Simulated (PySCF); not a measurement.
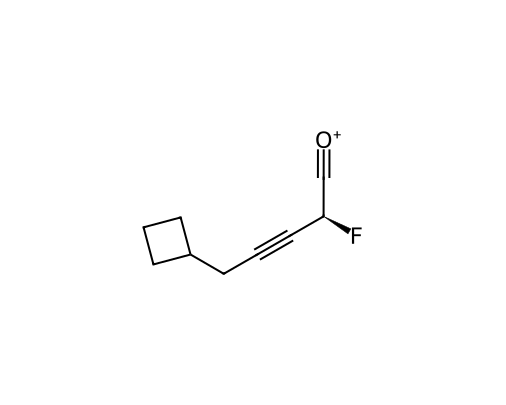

Skeletal drawing of a molecule. Charge +1, singlet.

**Transcribe the drawing into SMILES.**

[O+]#C[C@@H](F)C#CCC1CCC1

**What is the molecular formula?**

C9H10FO, charge +1.

**An optimisation with PBE0-D3(BJ)/def2-SVP gave a structure of which point group?**

C1.

The parts below concern this one geometry. Atoms keep their numbers from picture to picture. The computed structure is the end point of a PBE0-D3(BJ)/def2-SVP optimisation. No frequency run is at hand to confirm it as a minimum.

## Quadrupole coupling

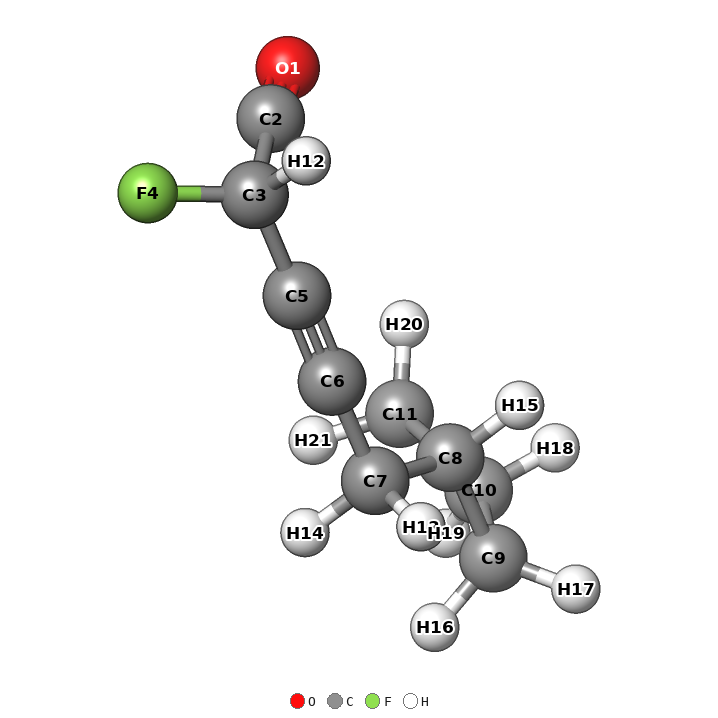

No frequency run is at hand to confirm it as a minimum. Electric field gradients from the ground-state density, B3LYP/pcJ-1 (PySCF 2.14.0), non-relativistic apart from any core potentials.

Give the largest field-gradient component, the quadrupole coupling constant and the asymmetry for 17O at O1 (Q = −25.6 mb), 2H at H12 (Q = 2.86 mb), 2H at H13 (Q = 2.86 mb).

```
atom  V_zz (a.u.)  e²qQ/h (MHz)     η
  O1       −0.442          2.66  0.93
 H12        0.234         0.157  0.08
 H13        0.266         0.179  0.05
```

## Charges

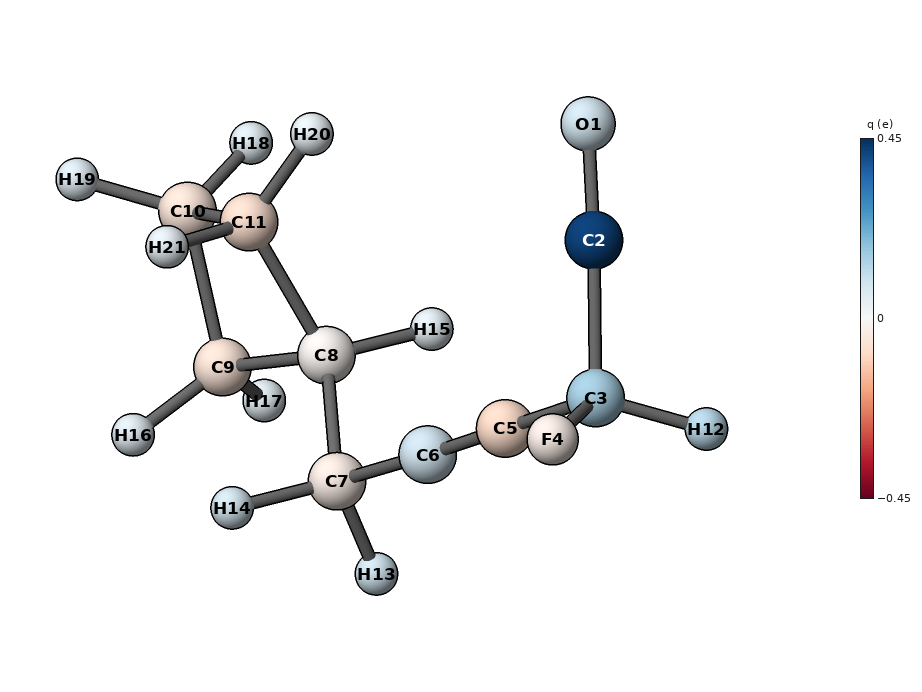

Atoms are coloured by their Hirshfeld charges. No frequency run is at hand to confirm it as a minimum. Properties computed with PBE0/pcSseg-1, gas phase (PySCF 2.14.0).

**Which atom carries the highest charge (most positive or least negative)?**

C2 (0.42 e).

**And the lowest?**

C5 (−0.08 e).

Give the Hirshfeld charges atom by atom.

```csv
atom,value (e)
O1,0.08
C2,0.42
C3,0.15
F4,−0.03
C5,−0.08
C6,0.09
C7,−0.03
C8,−0.01
C9,−0.06
C10,−0.06
C11,−0.07
H12,0.12
H13,0.08
H14,0.08
H15,0.04
H16,0.05
H17,0.05
H18,0.05
H19,0.05
H20,0.03
H21,0.04
```

## Electronic properties

No frequency run is at hand to confirm it as a minimum. Level of theory: CAM-B3LYP/def2-SVPD, gas phase (PySCF 2.14.0). Excitations: vertical, linear response.

Predict the main results.

- HOMO energy (Kohn–Sham orbital): −13.21 eV
- LUMO energy (Kohn–Sham orbital): −7.24 eV
- HOMO–LUMO gap: 5.97 eV
- mean static polarisability: 107.8 bohr³
- lowest vertical singlet excitation: 3.59 eV
- its oscillator strength: 0.009
- brightest of the 10 lowest singlets: 4.51 eV
- its oscillator strength: 0.14

## NMR shielding

The questions are on isotropic NMR shieldings of the H atoms. No frequency run is at hand to confirm it as a minimum. Method: GIAO PBE0/pcSseg-1 NMR shielding, non-relativistic, gas phase (PySCF 2.14.0).

**Which H atom is the most shielded (lowest chemical shift)?**

H21 (29.35 ppm).

**Which H atom is the least shielded (highest chemical shift)?**

H12 (24.22 ppm).

**How wide is the range of H shifts?**

5.13 ppm.

List the isotropic NMR shieldings of the H atoms.

| atom | σ (ppm) |
| --- | --- |
| H12 | 24.22 |
| H13 | 28.18 |
| H14 | 28.39 |
| H15 | 28.64 |
| H16 | 29.21 |
| H17 | 28.77 |
| H18 | 29.01 |
| H19 | 29.08 |
| H20 | 29.24 |
| H21 | 29.35 |
